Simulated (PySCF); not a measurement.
Molecule: Ge(Vi)4, C8H12Ge, SMILES C=[CH][Ge]([CH]=C)([CH]=C)[CH]=C. Atoms near the plane z = 1.5 Å, at the GFN2-xTB optimised geometry (x, y, z in Å): Ge3 (-0.9, -0.6, 0.0), C4 (-1.5, 1.3, 0.0), C6 (-1.5, -1.6, 1.6), C7 (-2.4, -1.1, 2.5), C8 (1.1, -0.6, 0.0), C9 (1.9, -1.0, 1.0), H13 (-1.1, 1.9, 0.7), H16 (-1.1, -2.6, 1.8), H17 (-2.8, -0.1, 2.3), H20 (2.9, -0.9, 1.0), H21 (1.4, -1.3, 2.0).

Method: PySCF 2.14.0 with CAM-B3LYP/def2-SVP. Cells within 0.4 Å of a nucleus heavier than hydrogen are left out (blank, or x). The values are rescaled to run from 0 to 1.

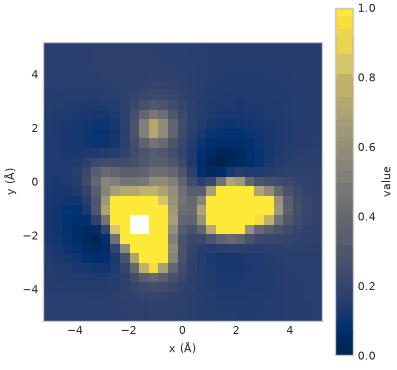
Figure. a field on the plane z = 1.5 Å.

### Question
Which quantity is mapped?
A) electrostatic potential
B) log10 of the electron density
C) Laplacian of the electron density
D) electron localisation function

### Answer
A, electrostatic potential. In full: electrostatic potential (hartree/e), clipped to [-0.08, 0.12].
